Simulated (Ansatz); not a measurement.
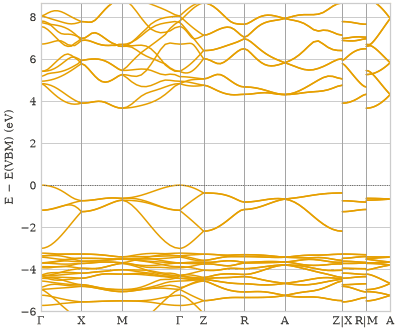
Band structure from the program Ansatz at the r²SCAN level (PAW)

Task: Read off the gap and where the band edges lie.

Result: About 3.7 eV (3.66 eV by a search for the band edges); maximum at Γ, minimum at M.

The material is SnF₂ in space group P4_12_12 (No. 92; Sn on 4a, F on 8b).

The first step of the workflow began from a Materials Project structure, measured or hypothetical; the Crystallography Open Database copy checked does not list it. COD files the formula under space group No. 15, 19, so this cell is another polymorph or a model. Its standing as an ambient phase is unchecked. Symmetry was held in the r²SCAN relaxation; whether a distortion lowers the energy is not shown. Scalar-relativistic: spin–orbit coupling is off unless named, which matters more the heavier the elements.

Potentials: the later of the program's two PAW sets.
